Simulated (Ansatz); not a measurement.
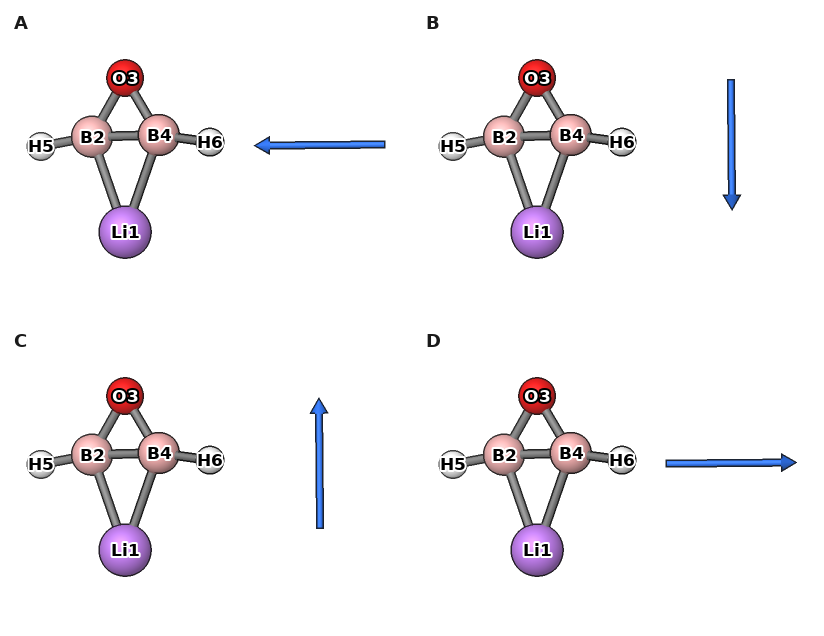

The same molecule four times, each with an arrow. Charge 0, doublet. Computed geometry: PBE-D4/def2-SVP optimisation. No frequency run is at hand to confirm it as a minimum. Method: UKS PBE-D4/def2-SVP (Ansatz 0.2.0).

### Which arrow points along the dipole moment, from the negative to the positive end?

B. The dipole moment is 5.60 D; it points from the side of O3 to the side of Li1 (the outermost atoms at the two ends).
